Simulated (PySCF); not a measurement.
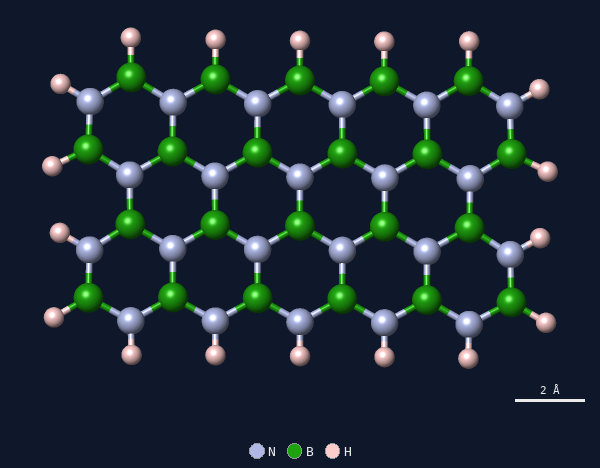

**Figure 1.** The structure (ball-and-stick view, seen on its broad side).

**Run report: B22N22H18, excited-state calculation**

System: B22N22H18.
Method: TDA PBE0/6-31G*, vertical, gas phase, core orbitals frozen in the response, virtual orbitals cut by energy (PySCF 2.14.0).

The geometry comes from this level: GFN2-xTB.

**Input**
```
{"job": {"kind": "uv", "basis": "6-31G*", "grid": 1, "kgrid": 0, "vcut": 1.5, "nstates": 6, "ntriplets": 2, "tda": true, "delta": ["ip_vertical"], "pop": true, "xc": "PBE0"}, "charge": 0, "multiplicity": 1}
N     -2.497033     0.710884    -0.000225
B     -3.743999     1.426783    -0.000626
N     -5.004002     0.715932    -0.000822
B     -4.984506    -0.739240    -0.000122
N     -3.736262    -1.446160    -0.000184
B     -2.490733    -0.728362    -0.000115
N      6.182720    -1.513908     0.000263
B      4.984894    -0.739372     0.000571
N      3.736690    -1.446339     0.000368
B      3.731485    -2.885046    -0.000478
N      4.971641    -3.593744    -0.001285
B      6.215928    -2.925724    -0.000809
N      1.242938     2.866062     0.000731
B      0.000291     3.569310     0.000588
N     -1.242350     2.866075     0.000044
B     -1.247246     1.420607     0.000114
N      0.000215     0.708654     0.000464
B      1.247708     1.420573     0.000757
N      2.497464     0.710748     0.000715
B      0.000256    -0.728867     0.000396
N      1.246295    -1.442973     0.000542
B      2.491213    -0.728509     0.000549
N     -6.182340    -1.513781     0.000506
B     -6.215557    -2.925583     0.001390
N     -4.971269    -3.593562     0.001127
B     -3.731101    -2.884868     0.000583
N      5.004494     0.715776     0.001139
B      3.744493     1.426614     0.000731
N     -1.245829    -1.442864     0.000294
B     -1.243223    -2.880553     0.000237
N      0.000119    -3.573215     0.000118
B      1.243546    -2.880663     0.000020
N      2.486149    -3.573559    -0.000440
B     -2.481567     3.572336    -0.000521
N     -3.727899     2.875047    -0.000623
N      3.728453     2.874878     0.000131
B      2.482177     3.572276     0.000248
N     -2.485824    -3.573473     0.000286
N      6.166935     2.875940     0.000346
B      4.957430     3.604388    -0.000458
B      6.219910     1.461090     0.001576
B     -4.956886     3.604562    -0.000340
N     -6.166408     2.876102    -0.000835
B     -6.219394     1.461248    -0.001191
H      7.056959    -1.015915     0.000572
H      4.950352    -4.601803    -0.002155
H      7.231288    -3.517049    -0.001262
H      0.000292     4.740478     0.001210
H     -7.056558    -1.015757     0.000656
H     -7.230970    -3.516870     0.002340
H     -4.950023    -4.601598     0.001846
H     -0.000011    -4.582106    -0.000147
H      2.484046    -4.582298    -0.000891
H     -2.478810     4.743615    -0.000888
H      2.479490     4.743595    -0.000104
H     -2.483636    -4.582225     0.000532
H      7.036569     3.386554     0.000139
H      4.971392     4.777002    -0.001627
H      7.281012     0.952857     0.003180
H     -4.970921     4.777155    -0.000061
H     -7.036023     3.386767    -0.000692
H     -7.280497     0.952984    -0.002270
```

The first line tells a small driver script what to run in PySCF; the rest is the geometry in Å.

Hardware: 4 CPU threads, shared host.

Command:
```bash
OMP_NUM_THREADS=4 python <driver script> task.json out
```

**The program's output**
```
start: PBE on a coarse grid of 54404 points
cycle   1  E = -1761.8543907647  dE =  7.999e+00  |g| = 1.689e+00  |ddm| = 9.404e+00
cycle   2  E = -1760.8410417653  dE =  1.013e+00  |g| = 2.694e+00  |ddm| = 3.769e+00
cycle   3  E = -1762.4970915930  dE = -1.656e+00  |g| = 2.366e-01  |ddm| = 2.434e+00
cycle   4  E = -1762.5100820387  dE = -1.299e-02  |g| = 9.868e-02  |ddm| = 2.869e-01
cycle   5  E = -1762.5121176197  dE = -2.036e-03  |g| = 3.374e-02  |ddm| = 9.581e-02
cycle   6  E = -1762.5123772714  dE = -2.597e-04  |g| = 1.078e-02  |ddm| = 4.001e-02
cycle   7  E = -1762.5124003182  dE = -2.305e-05  |g| = 3.509e-03  |ddm| = 1.098e-02
final grid: 241086 points
cycle   8  E = -1762.3629962009  dE = -2.779e-02  |g| = 4.190e-02  |ddm| = 7.670e-01
cycle   9  E = -1762.3633880983  dE = -3.919e-04  |g| = 2.396e-02  |ddm| = 8.025e-02
cycle  10  E = -1762.3635182413  dE = -1.301e-04  |g| = 1.041e-02  |ddm| = 2.791e-02
cycle  11  E = -1762.3635416159  dE = -2.337e-05  |g| = 2.710e-03  |ddm| = 9.188e-03
cycle  12  E = -1762.3635394936  dE =  2.122e-06  |g| = 8.401e-04  |ddm| = 3.091e-03
cycle  13  E = -1762.3635461562  dE = -6.663e-06  |g| = 3.167e-04  |ddm| = 9.041e-04
cycle  14  E = -1762.3635440590  dE =  2.097e-06  |g| = 5.245e-05  |ddm| = 3.131e-04
converged SCF energy = -1762.3635440590
Vertical ionisation energy (delta-SCF) = 7.8367 eV   <S^2> = 0.760

Static polarisability (au): isotropic 368.331, principal 154.034 423.266 527.692

Singlet excitations
state   eV       nm        f      main configurations
  1   5.9561    208.2   0.06072   H->L 0.79, H-1->L+1 0.11
  2   5.9634    207.9   0.02128   H-1->L 0.71, H->L+1 0.19
  3   6.1752    200.8   0.24217   H->L+1 0.52, H-1->L 0.21, H-1->L+2 0.10
  4   6.1886    200.3   0.14288   H-1->L+1 0.61, H-2->L 0.12, H->L 0.11
  5   6.3502    195.2   0.00258   H->L+1 0.17, H-6->L 0.17, H-1->L+2 0.14
  6   6.3660    194.8   0.00054   H-3->L 0.33, H-1->L+4 0.15, H->L+2 0.15

Triplet excitations (Tamm-Dancoff, eV): 5.7511 5.7816
```

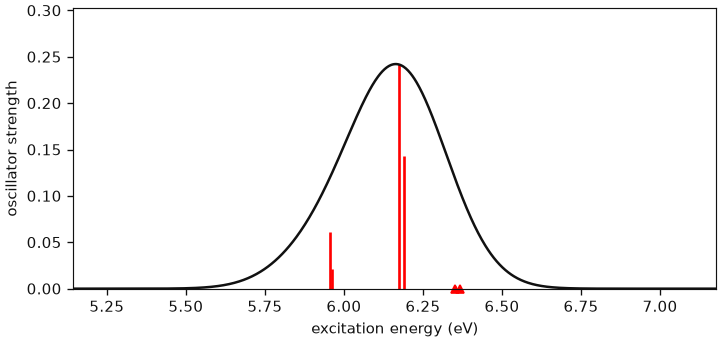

**Figure 2.** Computed excitations as sticks (degenerate states added up, dark ones marked on the axis), with a Gaussian envelope of 0.35 eV full width at half maximum, scaled to the tallest. Of the 6 states the lowest lies at 5.96 eV (f = 0.061); the strongest line is at 6.18 eV, or 201 nm (f = 0.242).

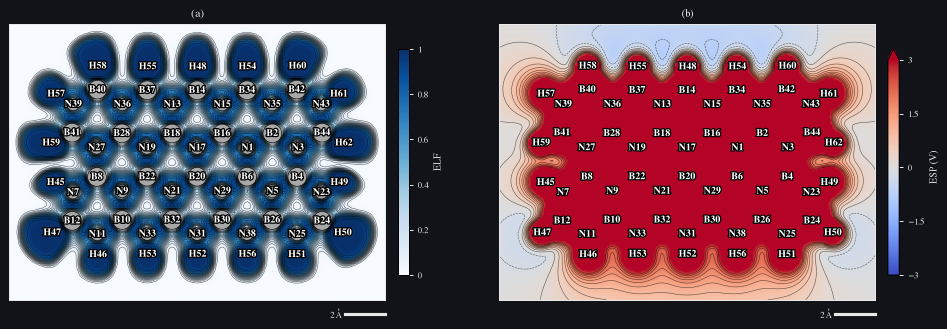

**Figure 3.** (a) electron localisation function; (b) electrostatic potential on the molecular plane. Grey discs, where drawn, cover atomic cores. Atoms in the plane: N, B and H. N–H (1.01 Å): the ELF climbs to about 1 towards the hydrogen, as it does in any bond to H; a covalent bond by its length. B–H (1.17 Å): the ELF climbs to about 1 towards the hydrogen (a covalent bond by its length).

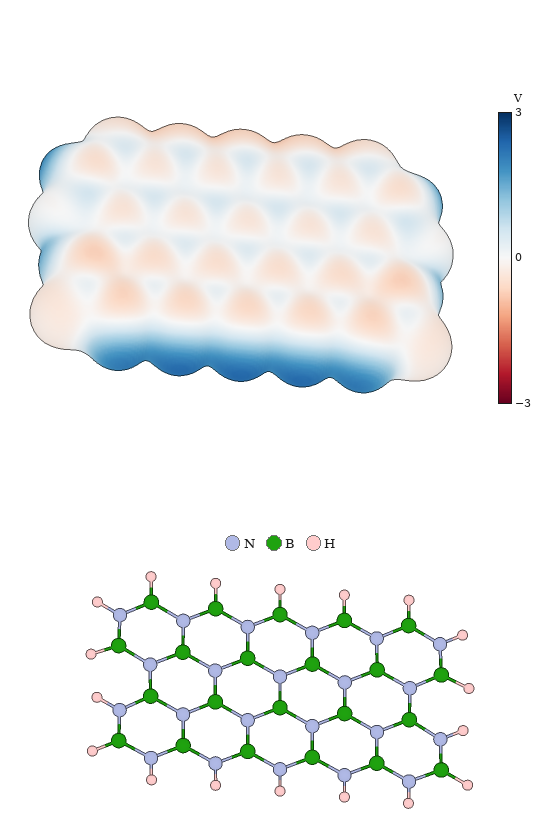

**Figure 4.** The molecular electrostatic potential painted on the density surface at 0.002 e/bohr³, seen at a tilt; red is negative and blue positive. The bare structure is drawn below in the same view. Its dipole moment is 5.08 D.

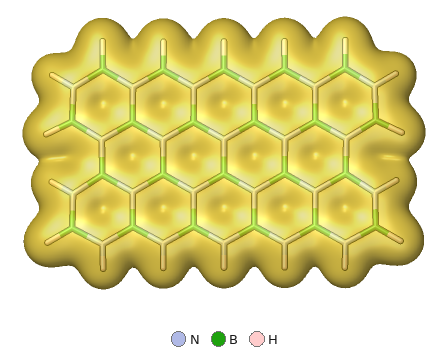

**Figure 5.** Isosurface of the electron density at 0.05 e/Å³ (yellow), seen face on. At this value the surface is in one piece. On the grid the lowest density along these lines, outside the cores, is 1.4 e/Å³ (B–N, 1.41 Å), 2.2 e/Å³ (N–H, 1.01 Å), 1.3 e/Å³ (B–N, 1.46 Å) and 1.3 e/Å³ (B–H, 1.17 Å).

**Key numbers**

| quantity | value |
| --- | --- |
| outcome | converged |
| total energy | −1762.363544 hartree |
| HOMO | −6.70 eV |
| LUMO | −0.15 eV |
| dipole moment | 5.08 D |
| mean polarisability | 368.33 a.u. |
| vertical ionisation energy | 7.84 eV |
| lowest singlet excitation | 5.96 eV |
| wall time | 7.3 min (CPU time 28 min) |
| peak memory | 3.4 GiB |
